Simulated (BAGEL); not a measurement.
**PBE0/cc-pVDZ (density fitting with qzvpp-jkfit) run of GeSiH5F (SMILES F[SiH2][GeH3])**

Aim: the energy change on altering one bond length of GeSiH5F at PBE0/cc-pVDZ (density fitting with qzvpp-jkfit), from 2 runs. 

Program for the calculation: BAGEL 1.2.2.

2 further runs of the same task are left out: 2 that didn't finish. Runs told in other sessions of the task aren't counted.

## 1. The system as given

GeSiH5F: 8 atoms, total charge 0, spin state singlet. As SMILES, `F[SiH2][GeH3]`. Geometry: relaxed at PBE0-D4/def2-TZVP.

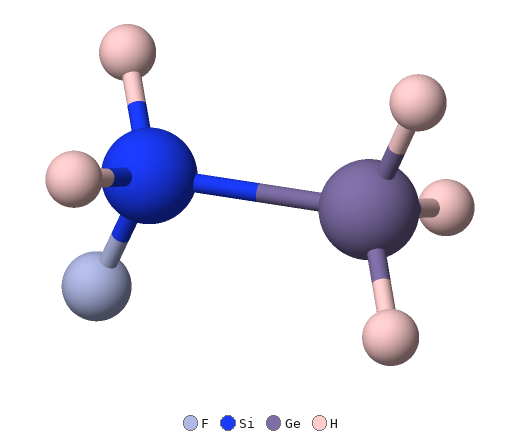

Viewed from a chosen angle; fluorine light blue, silicon blue, germanium purple, hydrogen pink.

## 2. A single-point energy at PBE0/cc-pVDZ (density fitting with qzvpp-jkfit)

Input file job.json:

```json
{ "bagel" : [

{
  "title" : "molecule",
  "basis" : "cc-pvdz.json",
  "df_basis" : "qzvpp-jkfit",
  "angstrom" : "true",
  "geometry" : [
    { "atom" : "F", "xyz" : [   -1.938100,    1.112400,   -0.414200 ] },
    { "atom" : "Si", "xyz" : [   -0.486300,    0.615800,   -0.887500 ] },
    { "atom" : "Ge", "xyz" : [    0.536200,   -0.636700,    0.858900 ] },
    { "atom" : "H", "xyz" : [   -0.666700,   -0.210900,   -2.108300 ] },
    { "atom" : "H", "xyz" : [    0.315100,    1.819700,   -1.226800 ] },
    { "atom" : "H", "xyz" : [    0.716700,    0.223700,    2.118800 ] },
    { "atom" : "H", "xyz" : [    1.922000,   -1.110700,    0.387600 ] },
    { "atom" : "H", "xyz" : [   -0.306700,   -1.870500,    1.215900 ] }
  ]
},
{
  "title" : "ks",
  "xc_func" : "pbe0"
},
{
  "title" : "print",
  "file" : "orbitals.molden",
  "orbitals" : "true"
}

]}
```

The basis set cc-pVDZ is read from a file made from the Basis Set Exchange's data (not shown).

Command:

```sh
$ BAGEL_NUM_THREADS=1 BAGEL job.json > job.out
```

The log of the run:

```text
* using 1 threads per process

  ===============================================================
  ===============================================================

  *** Geometry ***

  { "atom" : "F", "xyz" : [     -3.662478,      2.102131,     -0.782725 ] },
  { "atom" : "Si", "xyz" : [     -0.918974,      1.163693,     -1.677132 ] },
  { "atom" : "Ge", "xyz" : [      1.013271,     -1.203189,      1.623086 ] },
  { "atom" : "H", "xyz" : [     -1.259880,     -0.398543,     -3.984110 ] },
  { "atom" : "H", "xyz" : [      0.595453,      3.438735,     -2.318316 ] },
  { "atom" : "H", "xyz" : [      1.354367,      0.422732,      4.003952 ] },
  { "atom" : "H", "xyz" : [      3.632054,     -2.098919,      0.732458 ] },
  { "atom" : "H", "xyz" : [     -0.579579,     -3.534733,      2.297718 ] },

  Number of auxiliary basis functions:      561

  Since a DF basis is specified, we compute 2- and 3-index integrals:
    o Being stored without compression. Storage requirement is 0.032 GB

  Number of basis functions:       84
  Number of electrons      :       60

    * METHOD: MOLECULE                             0.35

  *** Kohn-Sham DFT ***

    * Removing 12972 points whose weight is below 1.00e-10
    * Grid points: 106276

  === Nuclear Repulsion ===
   256.9068552721

       - DIIS with orbital gradients will be used.

  === KS iteration (pbe0 / cc-pvdz.json) ===
      0      -2449.82687041          0.07798057           0.43
      1      -2370.22749311          0.20489657           0.41
      2      -2450.78699629          0.06781998           0.42
      3      -2453.77087630          0.09359480           0.41
      4      -2468.17470854          0.02878241           0.41
      5      -2467.86003996          0.04067310           0.41
      6      -2468.30150692          0.02792058           0.41
      7      -2468.61015502          0.01759700           0.42
      8      -2468.85767316          0.00316411           0.41
      9      -2468.86524275          0.00094484           0.42
     10      -2468.86575057          0.00038812           0.41
     11      -2468.86585500          0.00010216           0.40
     12      -2468.86586275          0.00002031           0.41
     13      -2468.86586307          0.00000428           0.40
     14      -2468.86586309          0.00000042           0.40
     15      -2468.86586309          0.00000012           0.41
     16      -2468.86586309          0.00000006           0.40
     17      -2468.86586309          0.00000003           0.41
     18      -2468.86586309          0.00000001           0.42
     19      -2468.86586309          0.00000000           0.42
    * SCF iteration converged.

    * Permanent dipole moment:
           (   -0.446738,     0.164962,     0.117850) a.u.

    * METHOD: KS                                   8.87

    * METHOD: PRINT                                0.02

  ===============================================================
```

It took 9.6 s on 1 thread of Arm Neoverse V1, shared host; peak memory 0.47 GiB.

## 3. The distorted shape at the same level

Input file dft.json:

```json
{ "bagel": [

{
  "title": "molecule",
  "basis": "cc-pvdz.json",
  "df_basis": "qzvpp-jkfit",
  "angstrom": "true",
  "geometry": [
    { "atom": "F", "xyz": [      -1.847895,       1.525773,       0.196235 ] },
    { "atom": "Si", "xyz": [      -0.396095,       1.029173,      -0.277065 ] },
    { "atom": "Ge", "xyz": [       0.626405,      -0.223327,       1.469335 ] },
    { "atom": "H", "xyz": [      -0.666700,      -0.210900,      -2.108300 ] },
    { "atom": "H", "xyz": [       0.405305,       2.233073,      -0.616365 ] },
    { "atom": "H", "xyz": [       0.806905,       0.637073,       2.729235 ] },
    { "atom": "H", "xyz": [       2.012205,      -0.697327,       0.998035 ] },
    { "atom": "H", "xyz": [      -0.216495,      -1.457127,       1.826335 ] }
  ]
},

{
  "title": "ks",
  "xc_func": "pbe0"
},

{
  "title": "print",
  "file": "orbitals.molden",
  "orbitals": "true"
}

]}
```

The basis set cc-pVDZ is read from a file made from the Basis Set Exchange's data (not shown).

Command:

```sh
$ BAGEL_NUM_THREADS=1 BAGEL dft.json > dft.out
```

The log of the run:

```text
* using 1 threads per process

  ===============================================================
  ===============================================================

  *** Geometry ***

  { "atom" : "F", "xyz" : [     -3.492015,      2.883293,      0.370830 ] },
  { "atom" : "Si", "xyz" : [     -0.748511,      1.944855,     -0.523577 ] },
  { "atom" : "Ge", "xyz" : [      1.183734,     -0.422027,      2.776641 ] },
  { "atom" : "H", "xyz" : [     -1.259880,     -0.398543,     -3.984110 ] },
  { "atom" : "H", "xyz" : [      0.765915,      4.219896,     -1.164761 ] },
  { "atom" : "H", "xyz" : [      1.524829,      1.203893,      5.157507 ] },
  { "atom" : "H", "xyz" : [      3.802516,     -1.317757,      1.886013 ] },
  { "atom" : "H", "xyz" : [     -0.409116,     -2.753571,      3.451273 ] },

  Number of auxiliary basis functions:      561

  Since a DF basis is specified, we compute 2- and 3-index integrals:
    o Being stored without compression. Storage requirement is 0.032 GB

  Number of basis functions:       84
  Number of electrons      :       60

    * METHOD: MOLECULE                             0.35

  *** Kohn-Sham DFT ***

    * Removing 12458 points whose weight is below 1.00e-10
    * Grid points: 106790

  === Nuclear Repulsion ===
   253.9837686203

       - DIIS with orbital gradients will be used.

  === KS iteration (pbe0 / cc-pvdz.json) ===
      0      -2450.02700140          0.07640188           0.45
      1      -2369.43208078          0.20292030           0.43
      2      -2451.24705411          0.06623714           0.43
      3      -2452.93954353          0.10064177           0.43
      4      -2467.67573104          0.03711049           0.43
      5      -2466.41212984          0.05154235           0.43
      6      -2467.83395346          0.03585489           0.43
      7      -2468.26785479          0.02539285           0.43
      8      -2468.75224559          0.00708341           0.43
      9      -2468.79455081          0.00119209           0.43
     10      -2468.79525668          0.00071469           0.42
     11      -2468.79562862          0.00014223           0.42
     12      -2468.79564833          0.00002919           0.43
     13      -2468.79564902          0.00001163           0.43
     14      -2468.79564911          0.00000363           0.44
     15      -2468.79564912          0.00000062           0.44
     16      -2468.79564913          0.00000024           0.42
     17      -2468.79564913          0.00000018           0.43
     18      -2468.79564913          0.00000004           0.44
     19      -2468.79564913          0.00000001           0.43
     20      -2468.79564913          0.00000001           0.44
    * SCF iteration converged.

    * Permanent dipole moment:
           (   -0.561714,    -0.037201,    -0.367929) a.u.

    * METHOD: KS                                   9.73

    * METHOD: PRINT                                0.02

  ===============================================================
```

It took 10 s on 1 thread of Arm Neoverse V1, shared host; peak memory 0.47 GiB.

## 4. What came out

At PBE0/cc-pVDZ (density fitting with qzvpp-jkfit):

```
                                                          quantity           value
                                         first shape: total energy  -2468.86586 Eh
                                        first shape: dipole moment          1.25 D
                                          first shape: HOMO energy        -8.26 eV
                                          first shape: LUMO energy        -0.23 eV
                                        first shape: HOMO–LUMO gap         8.03 eV
                                     distorted shape: total energy  -2468.79565 Eh
                                    distorted shape: dipole moment          1.71 D
                                      distorted shape: HOMO energy        -7.74 eV
                                      distorted shape: LUMO energy        -1.53 eV
                                    distorted shape: HOMO–LUMO gap         6.21 eV
energy change with the Si2–H4 bond stretched from 1.485 to 2.228 Å        1.911 eV
```

**Reading.** With the Si2–H4 bond stretched from 1.485 to 2.228 Å the energy rises by 1.91 eV (184 kJ/mol). The first shape isn't relaxed at this level, so the change isn't measured from a minimum.
